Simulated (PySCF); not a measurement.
Dissociation curve of CH3F, SMILES FC. The C1–H5 bond (C1 also carries F, H, H; H5 carries nothing else) is pulled apart rigidly from the PBE0/def2-TZVP optimised geometry.

```
5

C      0.0000     0.0000     0.0000
F     -1.1316    -0.6408    -0.4498
H      0.8811    -0.5283    -0.3709
H      0.0000     1.0274    -0.3710
H      0.0000     0.0000     1.0923
```

- UHF/def2-TZVP (PySCF)
- RKS-BLYP = restricted BLYP/def2-TZVP run with PySCF
- UCCSD(T) = CCSD(T) on UHF/def2-TZVP, 2 core orbitals frozen (PySCF 2.14.0)

Energies are in mEh, each relative to the lowest point of its own curve near equilibrium.

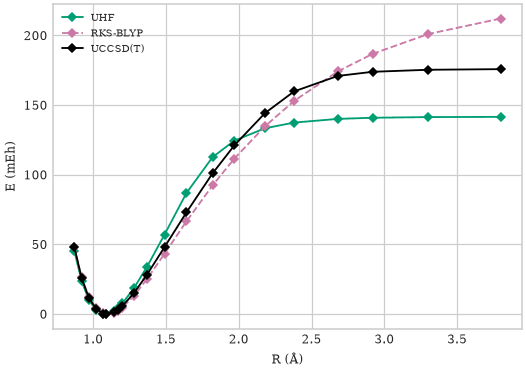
*Energy against bond length for each method.*

```
R / Å    UHF  RKS-BLYP  UCCSD(T)
-----  -----  --------  --------
0.87    45.5      48.4      48.1
0.92    23.7      26.4      25.9
0.97    10.1      12.3      11.8
1.02     2.7       4.1       3.7
1.07     0.0       0.5       0.3
1.09     0.0       0.0       0.0
1.14     2.0       0.8       1.2
1.17     4.5       2.4       3.1
1.20     7.6       4.6       5.7
1.28    18.6      13.1      15.0
1.37    34.0      25.2      28.4
1.49    57.1      43.3      48.1
1.64    86.8      66.4      72.9
1.82   112.6      92.3     101.0
1.97   124.5     111.6     121.1
2.18   133.3     134.8     144.2
2.38   137.4     153.0     159.8
2.68   140.1     174.1     170.9
2.92   140.9     186.8     173.9
3.30   141.4     200.9     175.4
3.80   141.5     212.2     175.8
```

At the longest distance, 3.80 Å, RKS-BLYP lies highest above its minimum (212.2 mEh) and UHF lowest (141.5 mEh).

The unrestricted determinant behind UHF, UCCSD(T) is spin-contaminated at 1.82 to 3.80 Å (<S²> up to 1.0, against 0.00 for a pure singlet). At the longest distance RKS-BLYP leaves fractional charges on the fragments, a sign of delocalisation error or of the restricted form. The restricted form behind RKS-BLYP keeps the bonding electrons paired and can't separate into open-shell fragments.
